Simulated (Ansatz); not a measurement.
**GeH₄: density, localisation and related maps**

The calculation's input:

```
crystal:
  periodic: [false, false, false]
  atoms:
    - {symbol: Ge, position_ang: [0.000013, 0.000019, -0.000029]}
    - {symbol: H, position_ang: [0.011338, -0.019100, 1.535429]}
    - {symbol: H, position_ang: [1.444099, 0.011111, -0.522284]}
    - {symbol: H, position_ang: [-0.731835, 1.257684, -0.490851]}
    - {symbol: H, position_ang: [-0.723615, -1.249714, -0.522265]}
basis:
  gaussian: {orbitals: def2-TZVP, initial_orbitals: start.molden}
hamiltonian: {xc: pbe0, dispersion: d4}
output: {orbitals: {seedname: orbitals}}
```

Run with:

```sh
ansatz run in.yaml --threads 4 --pin off --events-out ev --progress --plain --max-ram 3916MiB
```

Geometry: B3LYP-D4/def2-TZVP.

All numbers below come from RKS PBE0-D4/def2-TZVP in Ansatz.

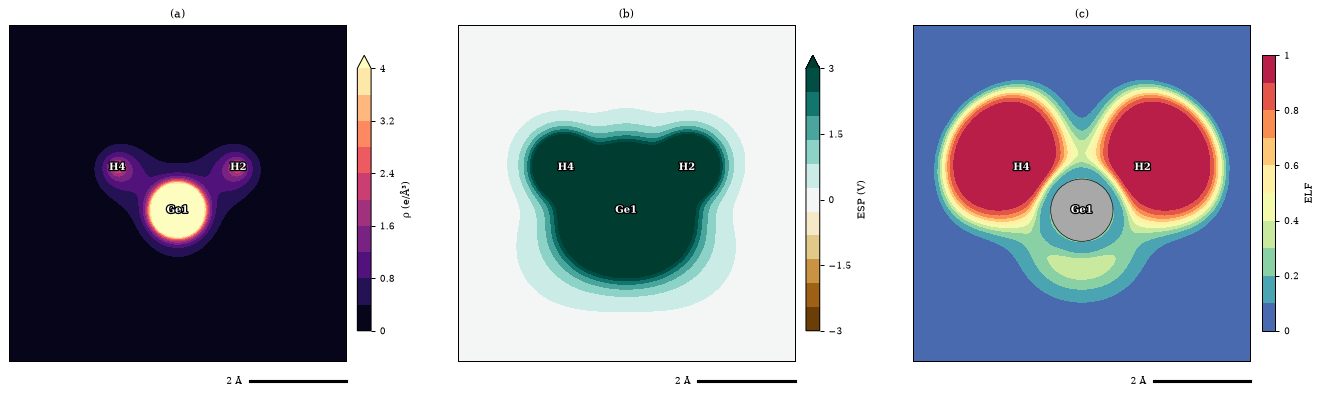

Figure 1. (a) electron density; (b) electrostatic potential; (c) ELF on the plane of atoms H2, Ge1 and H4. Grey discs cover the atomic cores in the ELF map.

> What does the map show?

- The plane passes through Ge and H nuclei.
- Ge–H (1.54 Å): ρ at the midpoint is about 1.1 e/Å³; the ELF climbs to about 1 towards the hydrogen.
- The potential has no marked negative region in this plane.

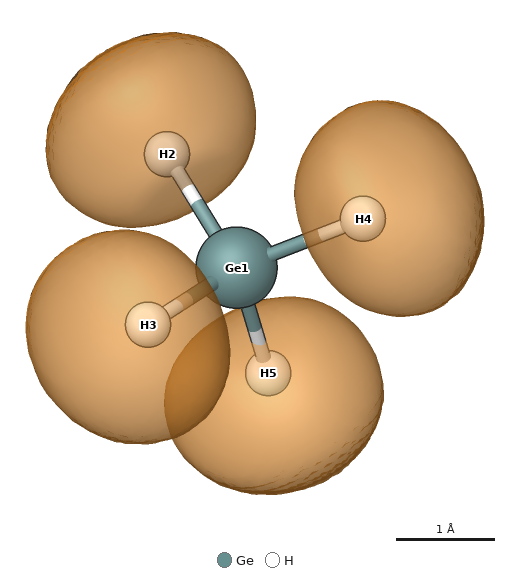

Figure 2. Isosurface of the electron localisation function at 0.9 (orange), seen at a tilt. Only the valence region is drawn (cores and ρ < 0.01 e/Å³ removed).

> Where are the electrons localised?

The ELF exceeds this value in four regions around hydrogen nuclei.

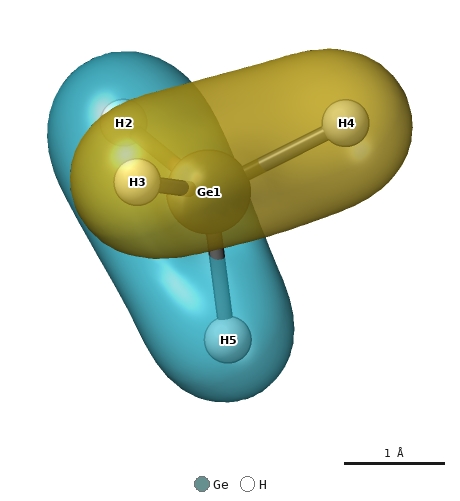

Figure 3. The HOMO at ±0.15 Å⁻³ᐟ² (yellow and cyan are the two phases), seen at a tilt.

> Describe this orbital and give its energy.

Its weight (Hirshfeld) is mainly on Ge1 (about 45 %), H2 (about 15 %), H3 (about 15 %), H4 (about 15 %) and H5 (about 15 %). It is one of a degenerate set, so its orientation is arbitrary. Its energy is −9.65 eV.
